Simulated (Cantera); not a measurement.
Charge: 1 mol SiO2, 0.033 mol H2, 0.014 mol Si, held at 13300 Pa.

Equilibrium computed with Cantera from the NASA thermochemical tables; the gas is ideal and each condensed phase is pure. Candidate condensed phases: H2O, Si, SiO2; 18 gas species. Each liquid is taken as pure. Mutual solubility and eutectic melting of coexisting phases are not modelled. The tables hold silica as quartz up to 1696 K and as liquid above; real silica turns to tridymite and cristobalite and melts near 1996 K. Gases not in the tables: Si2H6 and higher silanes. The numbers say what is thermodynamically allowed, not how fast it happens.

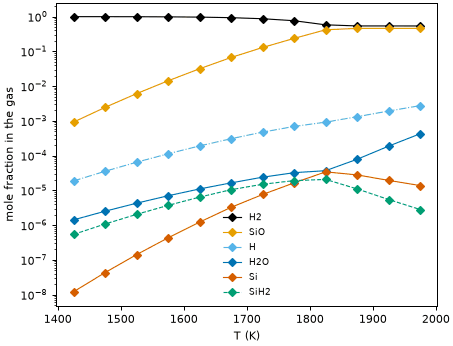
Figure. Equilibrium gas composition (values under 1e-9 drawn at 1e-9)

**Question.** Read off the mole fractions at 1975 K.

**Answer.** H2 about 0.54, SiO about 0.46, H about 0.0027, H2O about 0.00043, Si about 1.4e-5, SiH2 about 2.8e-6.
